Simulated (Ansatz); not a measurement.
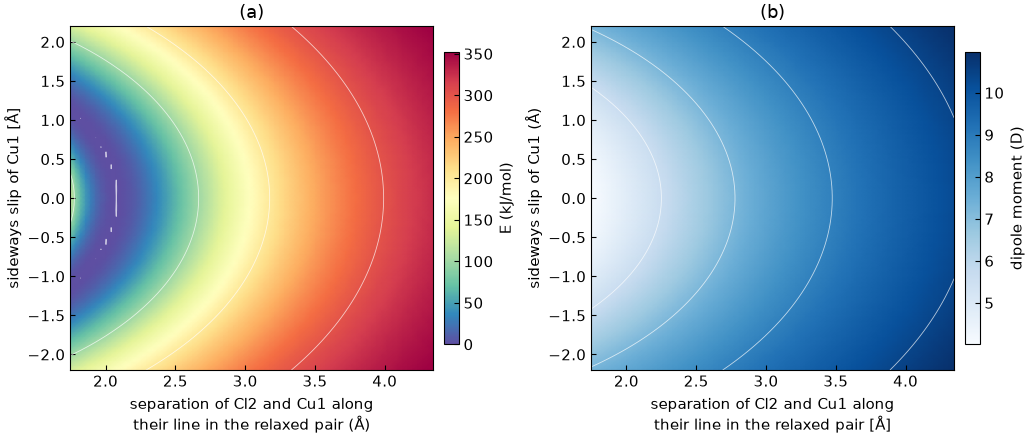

ClCu. 
- Coordinates scanned: (1) separation of Cl2 and Cu1 along their line in the relaxed pair; (2) sideways slip of Cu1.
- Nothing is relaxed (both partners rigid).
- The scan uses a 15 × 15 grid; 119 points were computed and 106 follow by symmetry.
- Points are written as (first, second).
- Energies are in kJ/mol, from the lowest grid point.
- Theory: RKS PBE-D4/def2-SVPD in Ansatz 0.2.0.

Panel (a) is the energy; panel (b) is the computed dipole moment, in D.

The picture shows a smooth colour map with a few white contour lines. Between grid points the surface is interpolated.

**How does the dipole moment vary over the map, and what is it at the lowest grid point?**

Leaving out the highest fifth of the energies, it runs from 4.0 D at (1.747 Å, 0.000 Å) to 9.6 D at (3.843 Å, −0.943 Å). At the lowest grid point, (2.048 Å, −0.314 Å), it is 5.0 D.
